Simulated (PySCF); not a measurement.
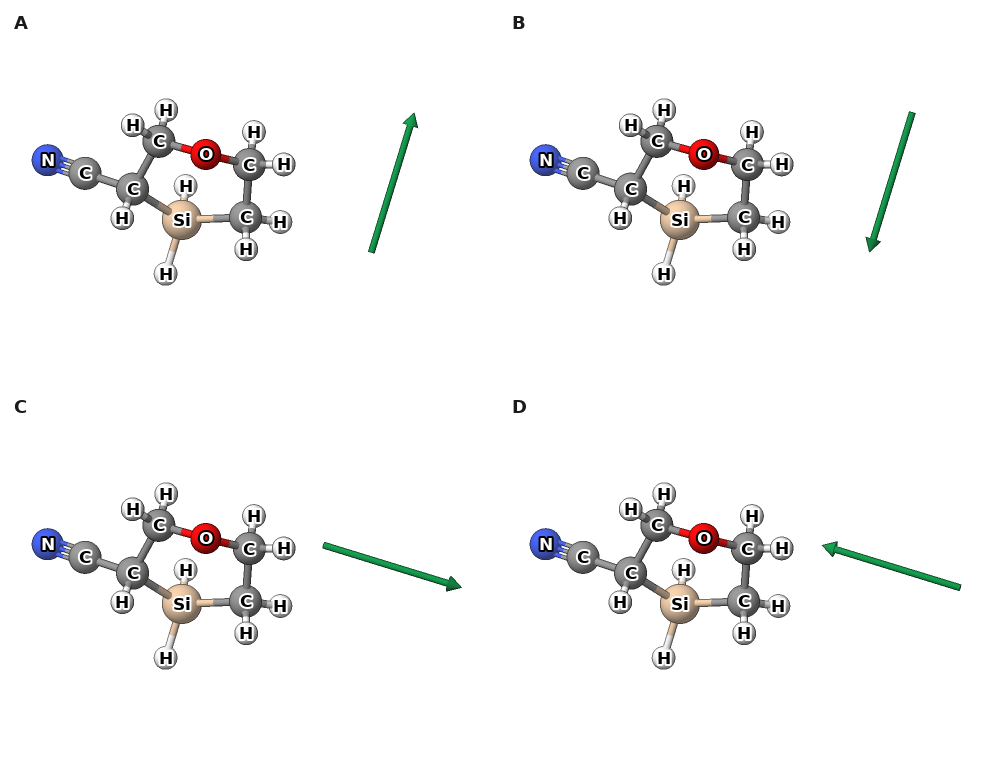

The same molecule four times, each with an arrow. Computed geometry: GFN2-xTB optimisation. No frequency run is at hand to confirm it as a minimum. Method: ωB97X-D/def2-SVPD, gas phase (PySCF 2.14.0).

Question: Which arrow points along the dipole moment, from the negative to the positive end?

Answer: C. The dipole moment is 4.40 D.

The geometry is semi-empirical. Around Si such bond lengths and angles can be off by a tenth of an ångström or more and by several degrees, and values that hang on the shape move with them.
